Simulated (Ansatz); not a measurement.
# BH₇N₂Si (SMILES NBN[SiH3]): what the fields show

Input file:

```
crystal:
  periodic: [false, false, false]
  atoms:
    - {symbol: B, position_ang: [1.095106, 0.158976, 1.891986]}
    - {symbol: "N", position_ang: [1.009248, 1.221669, 0.975381]}
    - {symbol: N, position_ang: [0.090454, -0.854732, 2.016136]}
    - {symbol: Si, position_ang: [-1.378804, -1.059999, 1.104748]}
    - {symbol: H, position_ang: [0.231830, 1.383016, 0.348979]}
    - {symbol: H, position_ang: [1.721767, 1.934510, 0.927462]}
    - {symbol: H, position_ang: [2.070436, 0.101597, 2.610811]}
    - {symbol: H, position_ang: [0.294331, -1.570603, 2.704131]}
    - {symbol: H, position_ang: [-1.909547, 0.285096, 0.722950]}
    - {symbol: H, position_ang: [-2.384725, -1.773007, 1.948159]}
    - {symbol: H, position_ang: [-1.198481, -1.845100, -0.158003]}
basis:
  gaussian:
    orbitals: def2-TZVPD
hamiltonian:
  xc: {name: PBE0}
output: {forces: true, orbitals: {seedname: orbitals}}
```

Launched as:

```sh
ansatz run input.yaml --threads 2 --pin off --max-ram 4350MiB --events-out events.jsonl --progress --plain --runs-dir runs
```

Geometry: PBE0-D3(BJ)/def2-SVP.

Computed with Ansatz 0.2.0, isolated molecule in a Gaussian basis; Kohn-Sham density functional theory, functional PBE0.

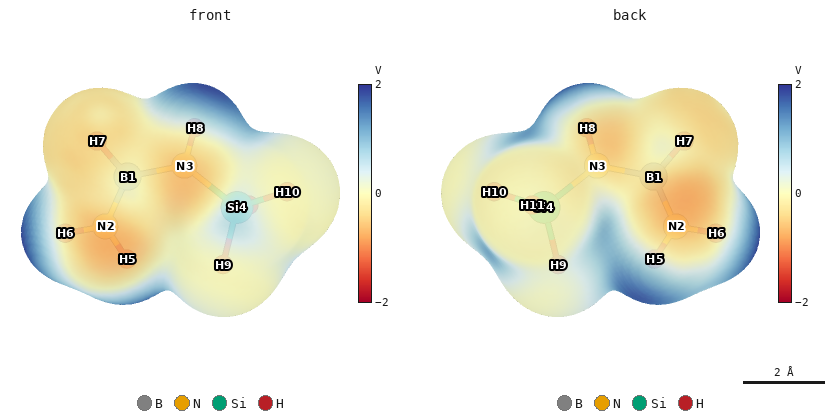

Figure 1. The molecular electrostatic potential painted on the density surface at 0.002 e/bohr³, seen from the front and from behind; red is negative and blue positive.

> Which sites attract a positive test charge, and which a negative one?

A positive charge is drawn to the negative regions and a negative charge to the positive ones. The most negative region (about −0.8 V) lies over N2, the most positive (about +1.8 V) over H6 and H8.

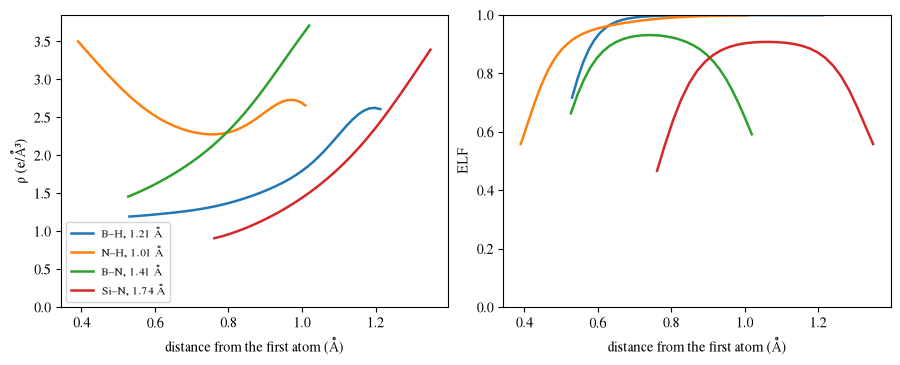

Figure 2. Total electron density and electron localisation function along straight lines between neighbouring atoms. The curves leave out the atomic cores.

> Compare the contacts.

B–H (1.21 Å): ρ at the midpoint is about 1.2 e/Å³; the ELF climbs to about 1 towards the hydrogen, as it does in any bond to H; an ordinary covalent bond to hydrogen.
N–H (1.01 Å): the density is about 2.9 e/Å³ at the midpoint; the ELF climbs to about 1 towards the hydrogen; an ordinary covalent bond to hydrogen.
B–N (1.41 Å): ρ is about 1.9 e/Å³ halfway; the ELF peaks at about 0.95 between the atoms (a polar covalent bond).
Si–N (1.74 Å): the density is about 1.1 e/Å³ at the midpoint; the ELF peaks at about 0.90 between the atoms, as expected for a polar covalent bond.

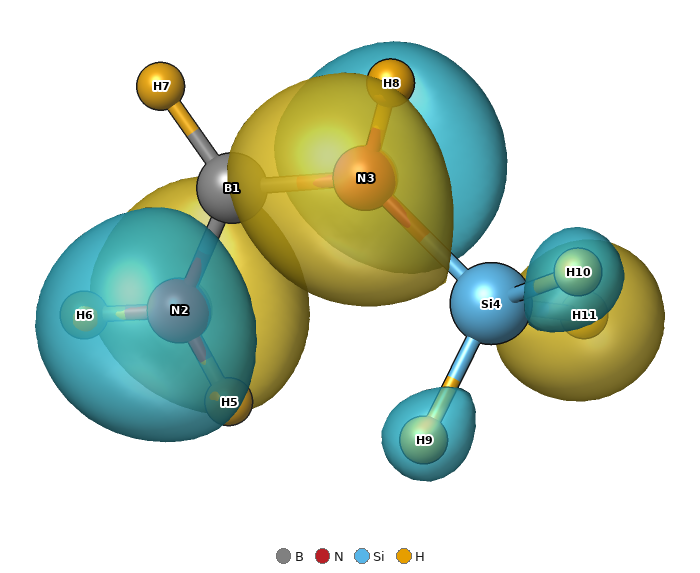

Figure 3. The HOMO at ±0.08 Å⁻³ᐟ² (yellow and cyan are the two phases), seen at a tilt.

> What is the character of this orbital?

By Hirshfeld shares it lies mainly on N3 (about 35 %) and N2 (about 35 %). Its energy is −7.24 eV.
